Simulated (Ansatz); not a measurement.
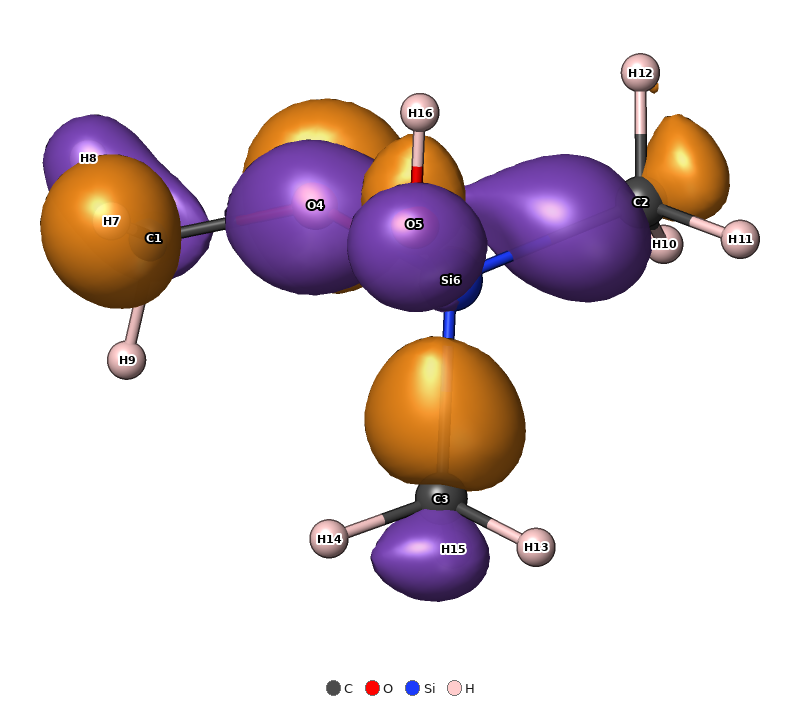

The picture shows: C3H10O2Si (SMILES CO[Si](C)(C)O). The HOMO−1 at ±0.15 Å⁻³ᐟ² (orange and purple are the two phases), seen across its widest extent.

Geometry: r2SCAN-D4/def2-SVP.

All numbers below come from isolated molecule in a Gaussian basis; Kohn-Sham density functional theory, functional PBE0 (Ansatz 0.2.0).

Input file:

```
crystal:
  periodic: [false, false, false]
  atoms:
    - {symbol: C, position_ang: [0.351538, -1.041106, -0.518400]}
    - {symbol: C, position_ang: [2.116298, 2.178095, -2.487666]}
    - {symbol: C, position_ang: [3.292684, 0.664268, -0.027506]}
    - {symbol: O, position_ang: [0.819050, -0.053951, -1.408003]}
    - {symbol: O, position_ang: [0.937105, 2.161216, 0.205133]}
    - {symbol: Si, position_ang: [1.762999, 1.237362, -0.920412]}
    - {symbol: H, position_ang: [-0.131955, -0.600066, 0.373882]}
    - {symbol: H, position_ang: [-0.392425, -1.666100, -1.037826]}
    - {symbol: H, position_ang: [1.167576, -1.703872, -0.171888]}
    - {symbol: H, position_ang: [2.690179, 1.556642, -3.193916]}
    - {symbol: H, position_ang: [2.697706, 3.091829, -2.286074]}
    - {symbol: H, position_ang: [1.182748, 2.471142, -2.995126]}
    - {symbol: H, position_ang: [3.942017, 1.516843, 0.228714]}
    - {symbol: H, position_ang: [3.033909, 0.155247, 0.914938]}
    - {symbol: H, position_ang: [3.877971, -0.036136, -0.644645]}
    - {symbol: H, position_ang: [0.122947, 2.571393, -0.109946]}
basis:
  gaussian: {orbitals: def2-SVPD}
hamiltonian: {xc: pbe0}
output: {forces: true, orbitals: {seedname: orbitals}}
```

Run with:

```sh
ansatz run input.yaml --threads 2 --pin off --max-ram 5220MiB --events-out events.jsonl --progress --plain --runs-dir runs
```

### Describe this orbital and give its energy.

It lies mainly on O4 (about 35 %), Si6 (about 10 %), C3 (about 10 %), O5 (about 10 %), C1 (about 10 %) and C2 (about 10 %). Its energy is −8.39 eV.
